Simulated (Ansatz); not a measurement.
```yaml
atoms:
  - { symbol: C, position_ang: [-0.1405, -1.9850, -1.8927] }
  - { symbol: C, position_ang: [0.4619, -0.5943, -1.8950] }
  - { symbol: Ga, position_ang: [-1.4228, 0.4796, -0.1105] }
  - { symbol: O, position_ang: [-0.4811, 0.4110, -1.6110] }
  - { symbol: O, position_ang: [-1.1313, -0.6766, 1.2047] }
  - { symbol: O, position_ang: [-2.6701, 1.7274, 0.0699] }
  - { symbol: H, position_ang: [-0.9701, -2.0470, -2.6144] }
  - { symbol: H, position_ang: [-0.5250, -2.2420, -0.8915] }
  - { symbol: H, position_ang: [0.6104, -2.7423, -2.1673] }
  - { symbol: H, position_ang: [0.8806, -0.3688, -2.8918] }
  - { symbol: H, position_ang: [1.3092, -0.5558, -1.1830] }
  - { symbol: H, position_ang: [-1.6976, -0.5278, 1.9694] }
  - { symbol: H, position_ang: [-2.7481, 2.2938, -0.7052] }
```

Geometry: PBE0-D4/def2-SVP.

These are results of isolated molecule in a Gaussian basis; Kohn-Sham density functional theory, functional PBE0 in Ansatz, not measurements.

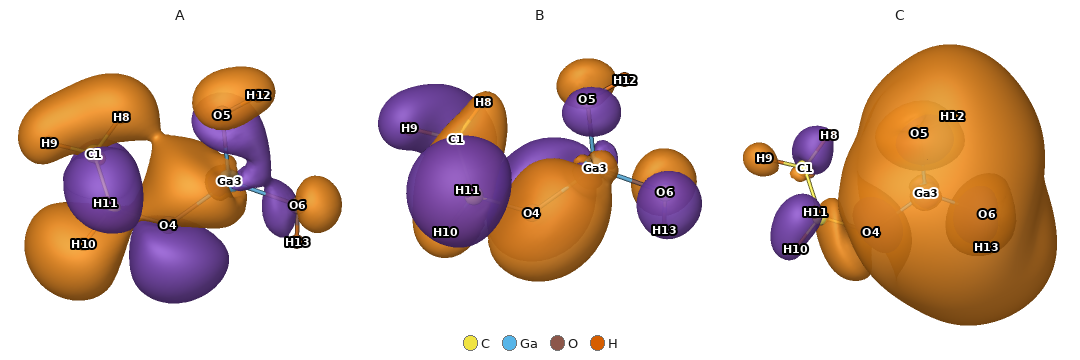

C$_{2}$H$_{7}$GaO$_{3}$. Three frontier orbitals at ±0.04 Å⁻³ᐟ² (orange and purple are the two phases), in no order.

Which picture is the HOMO−1, the HOMO and the LUMO?

A is the HOMO−1 (−8.44 eV). It lies mainly on O4 (about 45 %), C2 (about 15 %), H10 (about 10 %), C1 (about 10 %) and Ga3 (about 5 %). B is the HOMO (−8.07 eV). Its weight (Hirshfeld) is mainly on O4 (about 55 %), C2 (about 15 %), H11 (about 10 %), C1 (about 5 %) and Ga3 (about 5 %). C is the LUMO (−1.07 eV). By Hirshfeld shares it lies mainly on Ga3 (about 55 %), O6 (about 10 %), O5 (about 10 %), H13 (about 10 %), H12 (about 10 %) and O4 (about 5 %).

What is the HOMO–LUMO gap?

7.00 eV between the orbital energies.
